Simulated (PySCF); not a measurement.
| atom | x (Å) | y (Å) | z (Å) |
| --- | --- | --- | --- |
| C | 2.7543 | 0.9257 | 0.9546 |
| B | 1.6036 | 0.1507 | 0.2279 |
| C | 1.8800 | -0.6399 | -1.0930 |
| Si | -0.2388 | 0.1026 | 1.0839 |
| N | -1.5065 | -0.2756 | -0.0631 |
| C | -1.6637 | 0.5472 | -1.2345 |
| C | -2.7258 | -0.9192 | 0.3535 |
| H | 2.6527 | 1.9637 | 0.5728 |
| H | 3.7716 | 0.5949 | 0.6926 |
| H | 2.6549 | 1.0064 | 2.0481 |
| H | 1.0059 | -0.8292 | -1.7317 |
| H | 2.2074 | -1.6357 | -0.7248 |
| H | 2.7204 | -0.2515 | -1.6910 |
| H | -0.5016 | 1.3740 | 1.8613 |
| H | -0.2617 | -1.0003 | 2.1051 |
| H | -0.6958 | 0.9695 | -1.5492 |
| H | -2.0543 | -0.0436 | -2.0843 |
| H | -2.3609 | 1.3986 | -1.0825 |
| H | -3.1367 | -1.5428 | -0.4629 |
| H | -3.5229 | -0.2033 | 0.6470 |
| H | -2.5401 | -1.5804 | 1.2128 |

Geometry: PBE0-D3(BJ)/def2-SVP.

All numbers below come from PySCF, CAM-B3LYP/def2-SVPD, SCF density, gas phase.

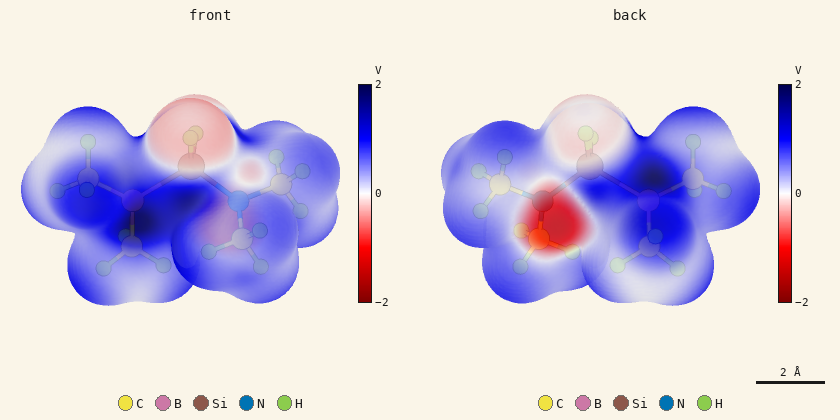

C₄H₁₄BNSi (SMILES CB(C)[SiH2]N(C)C). The electrostatic potential painted on the density surface at 0.004 e/bohr³, seen from the front and from behind; the colour scale runs from red (negative) to blue (positive).

Question: Where is the surface potential most negative and most positive?

Answer: The most negative region (about −1.2 V, or −28 kcal/mol for a unit charge) lies over N5, the most positive (about +1.9 V, or +44 kcal/mol for a unit charge) over B2. N5 is the likeliest acceptor of a hydrogen bond.

Question: What dipole moment does the calculation give?

Answer: Its dipole moment is 0.92 D.
